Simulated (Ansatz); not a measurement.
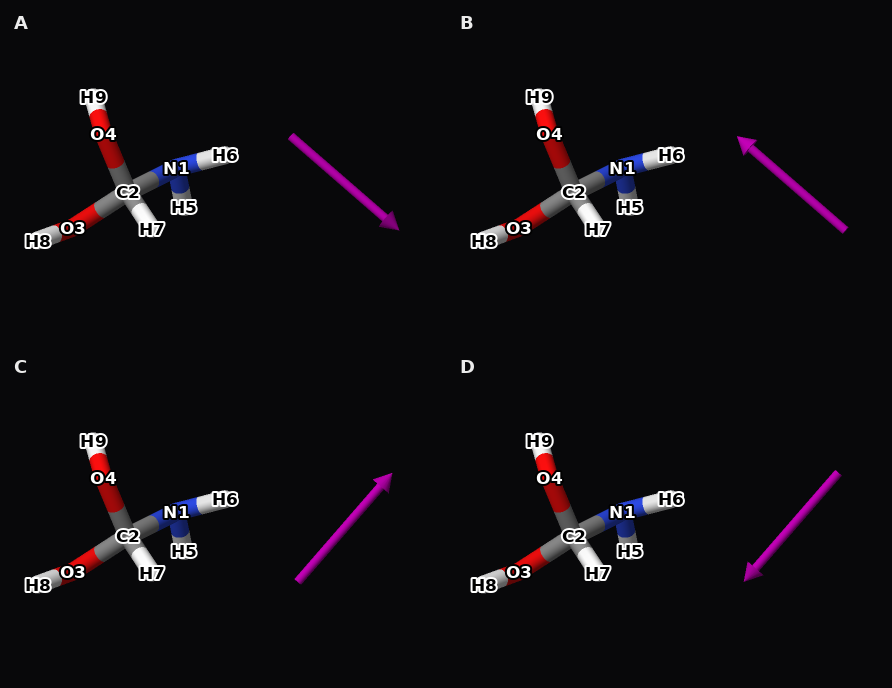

The same molecule four times, each with an arrow. Computed geometry: PBE-D4/def2-SVP optimisation. No frequency run is at hand to confirm it as a minimum. Properties computed with RKS PBE-D4/def2-SVP (Ansatz 0.2.0).

**Which arrow points along the dipole moment, from the negative to the positive end?**

A. The dipole moment is 1.07 D; it points from the side of H9 to the side of H5, H6, H7 (the outermost atoms at the two ends).
